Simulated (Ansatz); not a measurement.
Start from SiO₂ (space group P3_221, No. 154; a = 4.949 Å, c = 5.441 Å). Axes: x lies along a and z along c of the hexagonal cell.

One thing is altered: tensile biaxial strain of 1.50 % in the plane normal to [001], as in epitaxy on a mismatched substrate; the out-of-plane cell vector and the atoms relax.

The values are results of Kohn–Sham DFT with the PBEsol functional, run in Ansatz (a program for electronic structure) with PAW and 420 eV plane waves, without spin-orbit coupling, not measurements.

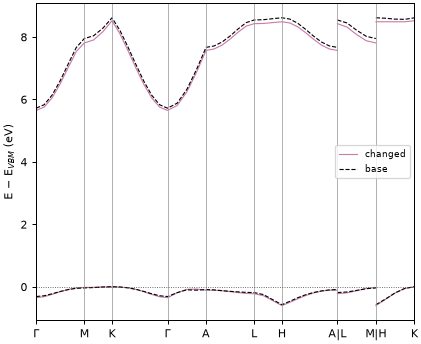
Figure. Highest valence and lowest conduction band along the path, each from its own valence-band maximum

The gap is 5.65 eV, indirect, K → Γ; the base has 5.72 eV.

Whether these cells are dynamically stable was not tested.
